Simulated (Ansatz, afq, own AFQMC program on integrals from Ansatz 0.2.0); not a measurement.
# ZrN (doublet): quantum Monte Carlo beside coupled cluster at distance Zr1–N2 = 1.324 Å, def2-SVP, part 2 of 2

Ansatz 0.2.0, Gaussian basis, and an in-house AFQMC program (afq) on its integrals; all values are calculated; def2-SVP, frozen cores.

## (10) Phaseless AFQMC, CISD trial on ROHF

It reads the integrals that the CCSD(T) run on this determinant wrote.

Launch:

```
> afq ham --method phaseless --trial cisd --walkers 60 --populations 1 --least-time 40 --time-step 0.005 --steps-per-block 50 --equilibration-blocks 40 --max-blocks 300 --target-error 0.00036 --factor-cut 1e-05 --start spin_pure --seed 8088 --release-times 0.24,0.51,0.99,1.62,2.4 --release-step 0.03 --release-every 4 --taylor-order 6
```

What it wrote:

```text
orbitals 40  electrons 5 4  factors 341 of 472
reference energy -100.61380624 Eh
CCSD correlation -0.22171693 Eh in 12 cycles, weight of the determinant in the CISD state 0.9139
energy of the start -100.835523 Eh
 block  time / (1/Eh)  mean weight  energy / Eh
     1     0.250  1.0008  -100.833561
     2     0.500  0.9993  -100.833943
     3     0.750  1.0016  -100.838163
     4     1.000  0.9985  -100.839844
     5     1.250  0.9990  -100.849738
     6     1.500  1.0011  -100.847538
     7     1.750  0.9979  -100.842288
     8     2.000  0.9983  -100.847807
     9     2.250  0.9992  -100.845438
    10     2.500  1.0007  -100.843991
    17     4.250  0.9993  -100.841576
    25     6.250  0.9993  -100.843618
    33     8.250  0.9987  -100.844196
    41    10.250  0.9993  -100.840694
    49    12.250  1.0016  -100.848576
    57    14.250  1.0000  -100.842841
    65    16.250  0.9979  -100.843888
    73    18.250  0.9998  -100.856628
    81    20.250  0.9992  -100.845080
    89    22.250  1.0000  -100.839227
    97    24.250  1.0001  -100.844896
   105    26.250  0.9993  -100.838488
   113    28.250  1.0015  -100.838314
   121    30.250  1.0009  -100.841132
   129    32.250  1.0019  -100.842012
   137    34.250  0.9994  -100.837403
   145    36.250  1.0027  -100.868221
   153    38.250  1.0000  -100.841956
   161    40.250  0.9993  -100.843090
   169    42.250  1.0013  -100.898259
   177    44.250  1.0007  -100.837737
   185    46.250  1.0006  -100.838521
   193    48.250  0.9996  -100.838953
   201    50.250  0.9994  -100.843804
   209    52.250  1.0005  -100.842662
   217    54.250  0.9977  -100.844714
   225    56.250  0.9996  -100.848623
   233    58.250  0.9995  -100.838257
   241    60.250  1.0006  -100.843309
   249    62.250  0.9999  -100.840702
   257    64.250  0.9992  -100.842808
   265    66.250  1.0013  -100.846434
   273    68.250  0.9986  -100.841236
   281    70.250  1.0032  -100.839683
   289    72.250  0.9993  -100.846085
   297    74.250  0.9993  -100.842713
   305    76.250  0.9976  -100.840998
   313    78.250  1.0032  -100.840762
   321    80.250  0.9976  -100.845232
   329    82.250  0.9987  -100.841919
   337    84.250  1.0009  -100.850364
blocks merged  error / Eh  count
     1  0.000342  300
     2  0.000397  150
     4  0.000451  75
     8  0.000465  37
    16  0.000451  18
    32  0.000471  9
released: time / (1/Eh)  energy / Eh  error  mean overlap
  0.24  -100.844701  0.000497  0.9939
  0.51  -100.844195  0.000401  0.9900
  0.99  -100.843760  0.000426  0.9973
  1.62  -100.844430  0.000494  0.9983
  2.40  -100.844458  0.000676  0.9963
energy -100.844337 +/- 0.000465 Eh
```

Wall time 8.2 min (1 thread of Arm Neoverse V1, shared host).

Energy -2744.1142 ± 0.0127 eV. Caveats: constraint bias not in the error.

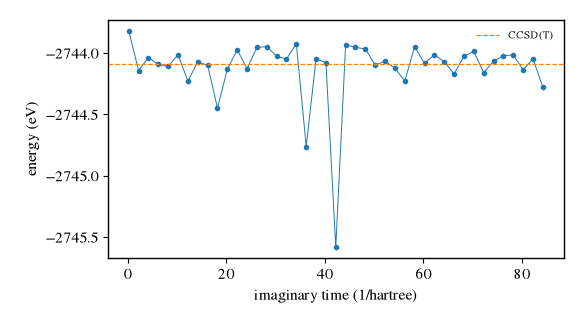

Block energies along the walk.

## (11) CCSD(T) on UHF

Input file in.yaml:

```yaml
crystal:
  periodic: [false, false, false]
  atoms:
    - {symbol: Zr, position_ang: [0.000000, 0.000000, 0.000000]}
    - {symbol: N, position_ang: [0.000000, 0.000000, 1.324000]}
basis:
  gaussian: {orbitals: def2-SVP}
magnetization: {spin_polarized: true, initial_magnetization: 1}
correlation: {method: ccsd_t, electrons: outside_noble_gas, hamiltonian_folder: ham}
```

Launch:

```
> ansatz run in.yaml --threads 1 --pin off --events-out ev --progress --plain --max-ram 1382MiB
```

What it wrote:

```text
Functional definition: HF
  name "HF"
  cite "Fock, Z. Phys. 61, 126 (1930) doi:10.1007/BF01340294"
  parent pbe
  exchange = exact_x
  correlation = 0
472 factors; integrals over basis functions are off by at most 8.6e-4 eV
mean field evaluation 1: about -2730.4797 eV, gradient 4.3e1 eV
mean field evaluation 2: about -2730.4940 eV, gradient 4.3e1 eV
mean field evaluation 4: about -2737.7347 eV, gradient 2.9e0 eV
mean field evaluation 8: about -2737.8495 eV, gradient 2.0e-1 eV
mean field evaluation 16: about -2737.8076 eV, gradient 9.3e-1 eV
mean field evaluation 32: about -2732.2033 eV, gradient 1.8e0 eV
mean field evaluation 64: about -2736.5903 eV, gradient 2.4e-1 eV
mean field evaluation 96: about -2734.4919 eV, gradient 8.8e-1 eV
mean field evaluation 128: about -2734.3269 eV, gradient 9.8e-4 eV
mean field evaluation 160: about -2734.2494 eV, gradient 2.4e-3 eV
mean field evaluation 192: about -2734.5001 eV, gradient 8.6e-4 eV
mean field evaluation 224: about -2734.2612 eV, gradient 4.5e-4 eV
mean field evaluation 256: about -2736.5918 eV, gradient 7.5e-3 eV
mean field evaluation 288: about -2732.2623 eV, gradient 4.7e-3 eV
mean field evaluation 320: about -2732.1447 eV, gradient 2.9e0 eV
mean field evaluation 352: about -2732.1298 eV, gradient 3.8e-4 eV
mean field evaluation 384: about -2732.1298 eV, gradient 1.0e-3 eV
mean field evaluation 416: about -2731.2189 eV, gradient 1.9e1 eV
mean field evaluation 448: about -2731.9725 eV, gradient 2.3e-3 eV
mean field -2737.85081960 eV, -100.6141618384 hartree, gradient 5.9e-6 eV, S^2 0.751624; 5 other end points of the search recorded, 0 dependent functions left out
determinant -2737.85081960 eV, -100.6141618384 hartree, with singles and doubles -2743.87772636 eV, -100.8356465766 hartree
determinant -2736.59177434 eV, -100.5678927783 hartree, with singles and doubles -2742.69465255 eV, -100.7921694161 hartree
determinant -2736.04771941 eV, -100.5478991284 hartree, with singles and doubles -2742.00258070 eV, -100.7667362447 hartree
determinant -2734.50013999 eV, -100.4910266337 hartree, with singles and doubles -2739.91516656 eV, -100.6900251897 hartree
5 core orbitals not correlated: weight in the atoms' cores, before any rotation towards them, 0.910 or more for the frozen orbitals, at most 0.051 for the correlated occupied ones
reference -2737.85081960 eV, -100.6141618384 hartree; 5, 4 occupied and 35, 36 virtual orbitals, 472 factors
second order -6.09138220 eV of doubles, -0.00000000 eV of singles
cycle   1  -6.02686692 eV  change    4.0e-5 eV  update   4.2e-4
cycle   2  -6.02686384 eV  change    3.1e-6 eV  update   2.3e-4
cycle   3  -6.02677743 eV  change    8.6e-5 eV  update   9.9e-5
cycle   4  -6.02677739 eV  change    4.3e-8 eV  update   3.4e-5
cycle   5  -6.02681764 eV  change   -4.0e-5 eV  update   9.4e-6
cycle   6  -6.02682561 eV  change   -8.0e-6 eV  update   4.6e-6
perturbative correction -0.21571387 eV, -0.0079273385 hartree
Total energy: -2744.09335908 eV, -100.8435709329 hartree
```

Run time: 3.1 s. Hardware: 1 thread of Arm Neoverse V1, shared host.

From the report: ⟨S²⟩ of the determinant 0.752 (pure doublet: 0.75); correlation -6.2425 eV; T1 0.021; largest double amplitude 0.03.

This run also writes the integrals to the folder ham.

## (12) CCSDT(Q) on UHF

in.yaml: that of step 11 with these lines changed.

```diff
@@ -8,2 +8,2 @@
 magnetization: {spin_polarized: true, initial_magnetization: 1}
-correlation: {method: ccsd_t, electrons: outside_noble_gas, hamiltonian_folder: ham}
+correlation: {method: ccsdt_q, electrons: outside_noble_gas}
```

The command is unchanged.

What it wrote:

```text
Functional definition: HF
  name "HF"
  cite "Fock, Z. Phys. 61, 126 (1930) doi:10.1007/BF01340294"
  parent pbe
  exchange = exact_x
  correlation = 0
801 factors; integrals over basis functions are off by at most 1.9e-7 eV
mean field evaluation 1: about -2730.4856 eV, gradient 4.3e1 eV
mean field evaluation 2: about -2730.4954 eV, gradient 4.3e1 eV
mean field evaluation 4: about -2737.7355 eV, gradient 2.9e0 eV
mean field evaluation 8: about -2737.8496 eV, gradient 2.0e-1 eV
mean field evaluation 16: about -2737.8161 eV, gradient 9.3e-1 eV
mean field evaluation 32: about -2733.9702 eV, gradient 3.4e0 eV
mean field evaluation 64: about -2737.8499 eV, gradient 1.2e-1 eV
mean field evaluation 96: about -2734.6086 eV, gradient 1.7e0 eV
mean field evaluation 128: about -2734.3272 eV, gradient 1.8e-1 eV
mean field evaluation 160: about -2734.2495 eV, gradient 5.5e-2 eV
mean field evaluation 192: about -2734.5002 eV, gradient 2.4e-2 eV
mean field evaluation 224: about -2734.2613 eV, gradient 4.2e-3 eV
mean field evaluation 256: about -2736.5918 eV, gradient 2.1e-2 eV
mean field evaluation 288: about -2732.2623 eV, gradient 4.4e-3 eV
mean field evaluation 320: about -2731.4556 eV, gradient 1.3e1 eV
mean field evaluation 352: about -2731.2845 eV, gradient 1.3e1 eV
mean field evaluation 384: about -2731.2841 eV, gradient 1.3e1 eV
mean field evaluation 416: about -2732.6638 eV, gradient 2.9e-1 eV
mean field evaluation 448: about -2731.8599 eV, gradient 2.5e0 eV
mean field evaluation 480: about -2731.9811 eV, gradient 1.1e-1 eV
mean field evaluation 512: about -2736.0478 eV, gradient 5.7e-4 eV
a density is far from that of the atoms, so the factors are made again for it
858 factors; integrals over basis functions are off by at most 3.7e-8 eV
mean field evaluation 544: about -2734.2915 eV, gradient 3.1e0 eV
mean field evaluation 576: about -2736.5910 eV, gradient 1.5e-1 eV
mean field evaluation 608: about -2736.0478 eV, gradient 5.6e-4 eV
mean field evaluation 640: about -2734.4943 eV, gradient 1.2e0 eV
mean field evaluation 672: about -2734.2668 eV, gradient 4.9e-1 eV
mean field evaluation 704: about -2734.5038 eV, gradient 1.7e-1 eV
mean field evaluation 736: about -2734.2613 eV, gradient 3.2e-2 eV
mean field evaluation 768: about -2736.5867 eV, gradient 3.1e-1 eV
mean field evaluation 800: about -2732.2624 eV, gradient 1.8e-1 eV
mean field evaluation 832: about -2732.2623 eV, gradient 4.4e-3 eV
mean field evaluation 864: about -2732.1299 eV, gradient 7.4e-3 eV
mean field evaluation 896: about -2732.1299 eV, gradient 2.8e-3 eV
mean field evaluation 928: about -2732.6652 eV, gradient 4.8e-4 eV
mean field evaluation 960: about -2731.9725 eV, gradient 2.3e-3 eV
mean field evaluation 992: about -2731.1279 eV, gradient 1.3e1 eV
mean field evaluation 1024: about -2736.0379 eV, gradient 5.8e-2 eV
mean field -2737.85087277 eV, -100.6141637923 hartree, gradient 5.0e-6 eV, S^2 0.751624; 8 other end points of the search recorded, 0 dependent functions left out
determinant -2737.85087277 eV, -100.6141637923 hartree, with singles and doubles -2743.87777580 eV, -100.8356483936 hartree
determinant -2736.59183152 eV, -100.5678948797 hartree, with singles and doubles -2742.69470820 eV, -100.7921714610 hartree
determinant -2736.04777534 eV, -100.5479011840 hartree, with singles and doubles -2742.00263487 eV, -100.7667382352 hartree
determinant -2734.50020362 eV, -100.4910289724 hartree, with singles and doubles -2739.91522600 eV, -100.6900273742 hartree
5 core orbitals not correlated: weight in the atoms' cores, before any rotation towards them, 0.910 or more for the frozen orbitals, at most 0.051 for the correlated occupied ones
reference -2737.85087277 eV, -100.6141637923 hartree; 5, 4 occupied and 35, 36 virtual orbitals, 858 factors
second order -6.09138689 eV of doubles, -0.00000000 eV of singles
cycle   1  -5.78683747 eV  change    3.0e-1 eV  update   9.0e-2
cycle   2  -6.11329735 eV  change   -3.3e-1 eV  update   4.2e-2
cycle   3  -6.26060039 eV  change   -1.5e-1 eV  update   1.8e-2
cycle   4  -6.25589421 eV  change    4.7e-3 eV  update   7.4e-3
cycle   5  -6.24005935 eV  change    1.6e-2 eV  update   3.2e-3
cycle   6  -6.24187243 eV  change   -1.8e-3 eV  update   1.3e-3
cycle   7  -6.24395988 eV  change   -2.1e-3 eV  update   6.3e-4
cycle   8  -6.24367188 eV  change    2.9e-4 eV  update   2.5e-4
cycle   9  -6.24348783 eV  change    1.8e-4 eV  update   1.3e-4
cycle  10  -6.24353507 eV  change   -4.7e-5 eV  update   5.5e-5
cycle  11  -6.24352095 eV  change    1.4e-5 eV  update   2.3e-5
cycle  12  -6.24351729 eV  change    3.7e-6 eV  update   9.7e-6
cycle  13  -6.24353065 eV  change   -1.3e-5 eV  update   3.0e-6
cycle  14  -6.24353083 eV  change   -1.8e-7 eV  update   1.1e-6
perturbative correction -0.01967740 eV, -0.0007231310 hartree
Total energy: -2744.11408100 eV, -100.8443324494 hartree
```

Wall time 23 s (1 thread of Arm Neoverse V1, shared host); peak memory 0.3 GiB.

From the report: ⟨S²⟩ of the determinant 0.752 (pure doublet: 0.75); correlation -6.2632 eV; T1 0.021; largest double amplitude 0.03.

## (13) Phaseless AFQMC, CISD trial on UHF

It reads the integrals that the CCSD(T) run on this determinant wrote.

Launch:

```
> afq ham --method phaseless --trial cisd --walkers 60 --populations 1 --least-time 40 --time-step 0.005 --steps-per-block 50 --equilibration-blocks 40 --max-blocks 300 --target-error 0.00036 --factor-cut 1e-05 --start spin_pure --seed 8088 --release-times 0.24,0.51,0.99,1.62,2.4 --release-step 0.03 --release-every 4 --taylor-order 6
```

What it wrote:

```text
orbitals 40  electrons 5 4  factors 341 of 472
reference energy -100.61416184 Eh
CCSD correlation -0.22148164 Eh in 12 cycles, weight of the determinant in the CISD state 0.9143
energy of the start -100.835622 Eh
 block  time / (1/Eh)  mean weight  energy / Eh
     1     0.250  1.0002  -100.833754
     2     0.500  0.9990  -100.833441
     3     0.750  1.0004  -100.835751
     4     1.000  0.9994  -100.837127
     5     1.250  0.9994  -100.846749
     6     1.500  1.0010  -100.846523
     7     1.750  0.9981  -100.841324
     8     2.000  0.9995  -100.851314
     9     2.250  0.9997  -100.855309
    10     2.500  1.0012  -100.846919
    17     4.250  0.9999  -100.844480
    25     6.250  0.9988  -100.843637
    33     8.250  0.9998  -100.840946
    41    10.250  0.9997  -100.844398
    49    12.250  1.0012  -100.843800
    57    14.250  1.0012  -100.844624
    65    16.250  0.9985  -100.846128
    73    18.250  0.9984  -100.841060
    81    20.250  1.0001  -100.843399
    89    22.250  1.0001  -100.837507
    97    24.250  0.9998  -100.839942
   105    26.250  1.0006  -100.844877
   113    28.250  1.0016  -100.842346
   121    30.250  0.9993  -100.843696
   129    32.250  1.0014  -100.844983
   137    34.250  0.9997  -100.839212
   145    36.250  1.0007  -100.843230
   153    38.250  1.0023  -100.844075
   161    40.250  1.0005  -100.841379
   169    42.250  1.0001  -100.854009
   177    44.250  1.0012  -100.839090
   185    46.250  1.0004  -100.845160
   193    48.250  0.9999  -100.840219
   201    50.250  0.9996  -100.844197
   209    52.250  0.9970  -100.843001
   217    54.250  0.9985  -100.844018
   225    56.250  0.9978  -100.841435
   233    58.250  1.0003  -100.843171
   241    60.250  1.0019  -100.843053
   249    62.250  1.0006  -100.843274
   257    64.250  0.9992  -100.841583
   265    66.250  1.0002  -100.863991
   273    68.250  0.9984  -100.838791
   281    70.250  1.0022  -100.837040
   289    72.250  1.0003  -100.843381
   297    74.250  0.9989  -100.842865
   305    76.250  0.9975  -100.843774
   313    78.250  1.0024  -100.842270
   321    80.250  0.9983  -100.840348
   329    82.250  1.0000  -100.838857
   337    84.250  1.0002  -100.844032
blocks merged  error / Eh  count
     1  0.000292  300
     2  0.000339  150
     4  0.000404  75
     8  0.000463  37
    16  0.000454  18
    32  0.000403  9
released: time / (1/Eh)  energy / Eh  error  mean overlap
  0.24  -100.843938  0.000483  0.9939
  0.51  -100.844285  0.000368  0.9910
  0.99  -100.843984  0.000370  0.9880
  1.62  -100.844190  0.000448  1.0104
  2.40  -100.844306  0.000634  1.0088
energy -100.844068 +/- 0.000463 Eh
```

It took 8.6 min on 1 thread of Arm Neoverse V1, shared host.

Energy -2744.1069 ± 0.0126 eV. Caveats: constraint bias not in the error.

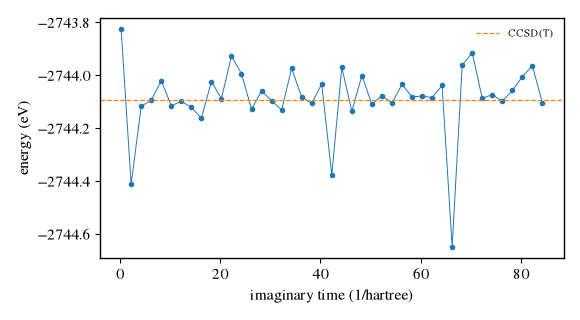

Block energies along the walk.

## (14) All levels side by side

On the ROHF determinant, counted from CCSDT(Q) (a yardstick, not exact):

```csv
level,energy (eV),from CCSDT(Q) (kJ/mol),statistical error (kJ/mol),time
HF,-2737.8411,+604.8,,
MP2,-2743.9385,+16.5,,
CCSD,-2743.8744,+22.7,,
CCSD(T),-2744.0902,+1.9,,
CCSDT(Q),-2744.1095,0.0,,
"Phaseless AFQMC, CISD trial, step 0.005, 60 walkers",-2744.1142,-0.5,1.2,8.2 min
```

On the UHF determinant, counted from CCSDT(Q) (a yardstick, not exact):

```csv
level,energy (eV),from CCSDT(Q) (kJ/mol),statistical error (kJ/mol),time
HF,-2737.8508,+604.3,,
MP2,-2743.9422,+16.6,,
CCSD,-2743.8776,+22.8,,
CCSD(T),-2744.0934,+2.0,,
CCSDT(Q),-2744.1141,0.0,,
"Phaseless AFQMC, CISD trial, step 0.005, 60 walkers",-2744.1069,+0.7,1.2,8.6 min
```

The functionals' totals stand on their own zeros and serve differences with other points: PBE -2758.210 eV; r2SCAN -2759.083 eV; PBE0 -2757.669 eV; B3LYP -2759.918 eV; wB97M-V -2756.949 eV; B2PLYP -2753.789 eV.

## (15) What came out

This closing draws on all 2 parts.

| quantity | value |
| --- | --- |
| CCSD(T) on ROHF from CCSDT(Q) | +1.9 kJ/mol |
| Phaseless AFQMC, CISD trial on ROHF from CCSDT(Q) | -0.5 ± 1.2 kJ/mol |
| CCSD(T) on UHF from CCSDT(Q) | +2.0 kJ/mol |
| Phaseless AFQMC, CISD trial on UHF from CCSDT(Q) | +0.7 ± 1.2 kJ/mol |

What this shows: On ROHF the phaseless walk with the CISD trial lies -0.5 kJ/mol from CCSDT(Q), within three error bars. On UHF the phaseless walk with the CISD trial lies +0.7 kJ/mol from CCSDT(Q), within three error bars. Error bars are statistical and leave out the constraint, the time step and what remains of the start. Zr carries a core potential, and spin-orbit coupling is left out.
